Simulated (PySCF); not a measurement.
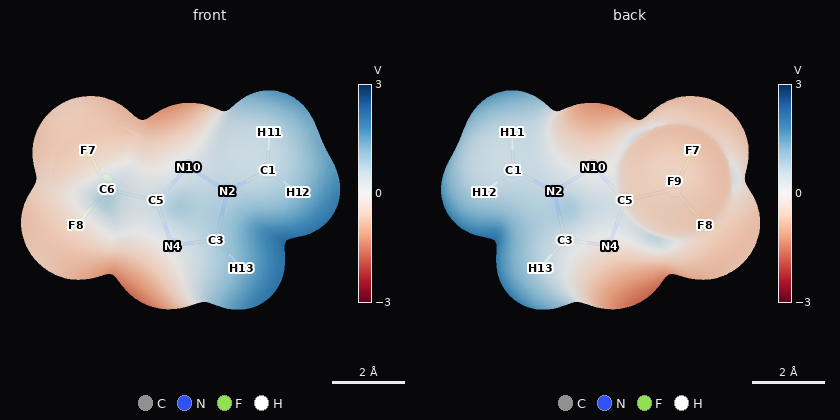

Figure 1: C₄H₃F₃N₃ (SMILES [CH2]n1cnc(C(F)(F)F)n1) (doublet). The electrostatic potential painted on the density surface at 0.002 e/bohr³, seen from the front and from behind; red is negative and blue positive.

Geometry: GFN2-xTB.

These are results of UKS B3LYP, pcH-1 on C F H N, non-relativistic, mean-field spin-orbit, GIAO in PySCF, not measurements.

```xyz
13

C     2.4258    0.6596   -0.1073
N     1.2205    0.1073   -0.0096
C     0.8887   -1.2110    0.2248
N    -0.4091   -1.3466    0.2475
C    -0.8660   -0.0935    0.0261
C    -2.3173    0.2424   -0.0568
F    -2.5924    1.4307    0.4961
F    -3.0824   -0.6621    0.5575
F    -2.7414    0.3070   -1.3316
N     0.0827    0.8069   -0.1358
H     2.4894    1.7129   -0.2945
H     3.2928    0.0393    0.0022
H     1.6042   -1.9924    0.3638
```

Where is the surface potential most negative and most positive?

Answer. The most negative region (about −1.6 V) lies over N4, the most positive (about +2.1 V) over C3, H12 and H13. N4 is the likeliest acceptor of a hydrogen bond.
